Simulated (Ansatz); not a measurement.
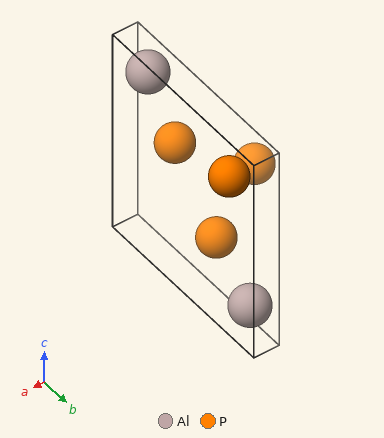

The image is a spheres-only drawing of a crystal, viewed slightly off an axis. The parallelepiped is the simulation cell.

Here is the input:
```yaml
crystal:
  lattice:
    - [3.2192286159, 0.0, 0.0]
    - [0.0, 5.5704235226, 2.5284900081]
    - [0.0, -5.5704235226, 2.5284900081]
  atoms:
    - { symbol: Al, position: [0.5, 0.1610708019, 0.8827582557] }
    - { symbol: Al, position: [0.5, 0.8827582557, 0.1610708019] }
    - { symbol: P, position: [0.5, 0.645120923, 0.3521812551] }
    - { symbol: P, position: [0.5, 0.3521812551, 0.645120923] }
    - { symbol: P, position: [0.0, 0.8253641941, 0.8253641941] }
basis:
  ecutwfc: 420
kpoints:
  mp_grid: { grid: [12, 8, 8] }
  band_path:
    path:
      - [[0.0, 0.0, 0.0], [0.0, 0.5, -0.5], [0.0, 0.30150935, -0.69849065]]
      - [[0.0, -0.30150935, -0.30150935], [0.0, 0.0, 0.0], [-0.5, 0.0, 0.0], [-0.5, -0.30150935, -0.30150935]]
      - [[-0.5, 0.30150935, -0.69849065], [-0.5, 0.5, -0.5], [0.0, 0.5, -0.5]]
      - [[0.0, 0.0, 0.0], [0.0, 0.0, -0.5], [-0.5, 0.0, -0.5], [-0.5, 0.0, 0.0], [-0.5, 0.5, -0.5]]
    npoints: 14
hamiltonian:
  xc: pbe
scf:
  occupations: { method: gaussian, width: 0.1 }
  n_extra_bands: 12
output:
  forces: true
  stress: true
  eigenvalues: true
  populations: true
  dos: { projected: true, de: 0.02, nscf_kmesh: { grid: [15, 10, 10] } }
  bader: true
  write_density: true
  write_potential: true
  elf: true
  volumetric_format: npy
```
Run as:
```sh
ansatz run input.yaml --threads 1 --pin off --max-ram 2560MiB --backend cpu --events-out ev --progress --plain --runs-dir out
```

Electronic-structure method: DFT PBE, scalar-relativistic, plane waves, PAW in Ansatz. Parameters: a plane-wave cutoff of 420 eV, k-point mesh 12×8×8, Gaussian smearing of 0.1 eV, no spin polarisation.

Question: How charged are the atoms, by the Bader scheme?

Answer: Al +1.94 e; P -1.59 to -1.14 e.

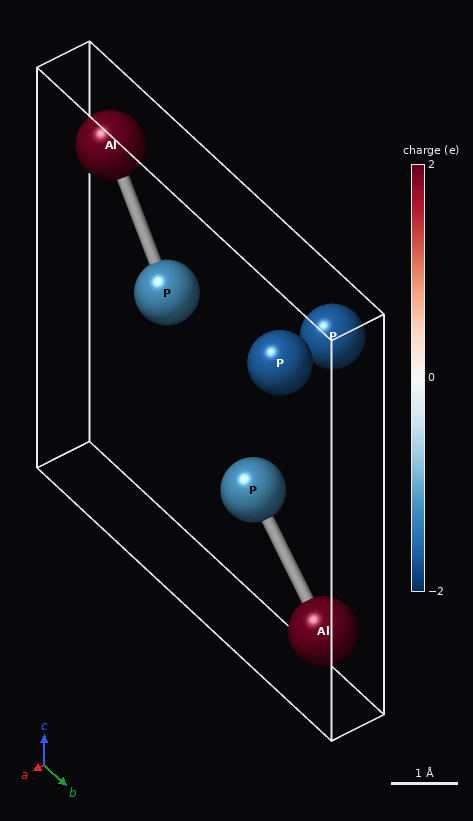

The atoms coloured by those charges.

Starting structure: a random cell made by a generator, so it need not be a real form of the compound. Earlier steps of the study, as a rule a relaxation of our own, may have changed the cell and positions, so they can lie some per cent off the listed ones. It was the input of a calculation with Ansatz.
